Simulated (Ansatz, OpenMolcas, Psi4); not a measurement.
How methods differ on GeH2 (SMILES [GeH2])

GeH2 has 3 atoms, charge 0, and is taken as a singlet. As SMILES, `[GeH2]`. The shape is that of a PBE0-D4/def2-TZVP optimisation.

```xyz
3

Ge   -0.5701    0.4051   -0.2637
H     0.7830    0.7436    0.5090
H    -0.2129   -1.1487   -0.2453
```

Quantity: the electronic atomisation energy, in eV. The values are calculated. Electronic energies at fixed atoms, without zero-point motion or spin-orbit coupling.

| level | kind | program | value (eV) | CPU time (all runs) |
| --- | --- | --- | --- | --- |
| SVWN5/def2-TZVPPD | LDA | Ansatz | 6.89 | 3.9 s |
| PBE/def2-TZVPPD | GGA | OpenMolcas | 6.03 | 22 s |
| M06-L/def2-TZVPPD | meta-GGA | Psi4 | 6.24 | 31 s |
| BHLYP/def2-TZVPPD | global hybrid | Ansatz | 6.07 | 5.7 s |
| HSE06/def2-TZVPPD | range-separated hybrid | Ansatz | 5.95 | 7.7 s |
| RPA@PBE/def2-TZVPPD | RPA | Ansatz | 5.94 | 8.9 s |
| MP3/def2-TZVPPD | perturbation theory | Psi4 | 5.99 | 14 s |
| OMP2/def2-TZVPPD (density fitting for correlation) | perturbation theory | Psi4 | 5.83 | 39 s |
| BCCD(T)/def2-TZVPPD | coupled cluster or CI | Ansatz | 6.12 | 11 s |
| CCSD/def2-TZVPPD | coupled cluster or CI | Psi4 | 6.07 | 23 s |

All-electron rows without a relativistic Hamiltonian named are non-relativistic. The values span 5.83 to 6.89 eV. In the correlated wave-function rows the outer d shell of Ge is correlated, in sets not made for it. In so small a basis fixed costs decide the times, and correlated methods can beat functionals. Times are those of the runs behind each value, whatever else they computed, on shared processors of several kinds: orders of magnitude only.

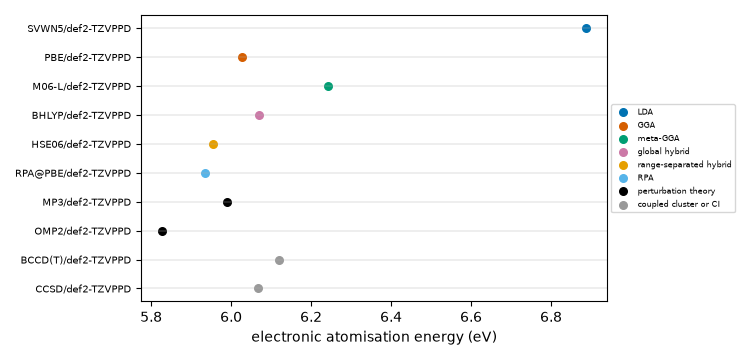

The values of the table, level by level.
